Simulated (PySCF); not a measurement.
# C18H13BO: the cost of one run

Computed with PySCF 2.14.0 and routines of our own; the level stands in each step. Atoms count from 0.

### 1 The system as given

33 atoms, charge 0, multiplicity 1; geometry from: GFN2-xTB.

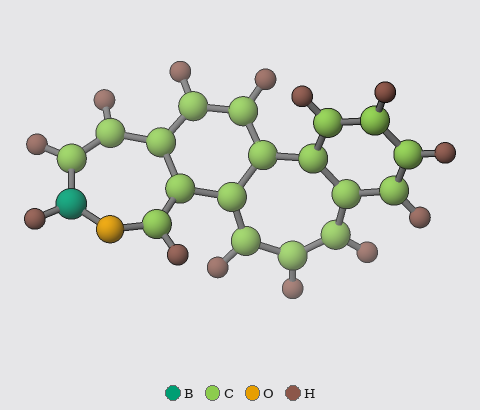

The starting geometry (boron teal, carbon green, oxygen amber, hydrogen brown).

### 2 Electronic excitations: TDA PBE0/6-31G* in methanol

What the job is given:

```
{"job": {"kind": "uv", "basis": "6-31G*", "grid": 1, "kgrid": 0, "vcut": 1.5, "nstates": 8, "ntriplets": 0, "tda": true, "delta": [], "pop": false, "xc": "PBE0", "solvent": "methanol", "pol": false}, "charge": 0, "multiplicity": 1}
B      4.719580    -0.412163    -1.085472
C      4.786398     0.501445     0.164597
C      3.753367     1.018584     0.855847
C      2.337454     0.787744     0.688005
C      1.466487     1.626546     1.323800
C      0.064972     1.524586     1.149504
C     -0.500269     0.425660     0.577035
C      0.378745    -0.675374     0.238064
C      1.772461    -0.314115    -0.090303
C      2.360493    -1.022953    -1.079666
O      3.615246    -1.006597    -1.566690
C      0.047949    -1.990719     0.335886
C     -1.191855    -2.561249     0.748202
C     -2.408664    -1.985865     0.815464
C     -2.802074    -0.666425     0.379131
C     -4.158855    -0.480315     0.086034
C     -4.646256     0.718671    -0.388325
C     -3.774165     1.777518    -0.582646
C     -2.437543     1.623200    -0.272916
C     -1.927208     0.424710     0.230376
H      5.683616    -0.638002    -1.719687
H      5.771420     0.822598     0.483963
H      3.967487     1.719956     1.658815
H      1.849906     2.446513     1.914203
H     -0.555903     2.332747     1.506476
H      1.754947    -1.746610    -1.618913
H      0.846634    -2.705916     0.185103
H     -1.127855    -3.604947     1.032926
H     -3.231380    -2.608655     1.144881
H     -4.834808    -1.312623     0.223048
H     -5.696919     0.830170    -0.610293
H     -4.133604     2.721257    -0.965485
H     -1.759964     2.449717    -0.430239
```

Method: TDA PBE0/6-31G*, vertical, IEF-PCM methanol (non-equilibrium linear response), core orbitals frozen in the response, virtual orbitals cut by energy.

The run is started by

```sh
OMP_NUM_THREADS=1 python large_run.py task.json out
```

One launch serves the whole session: the jobs run in the order shown.

Q: Estimate the wall time and peak memory of this job on 1 thread of AMD EPYC 9R45, shared host.

About 20 s, with a peak of 0.77 GiB.
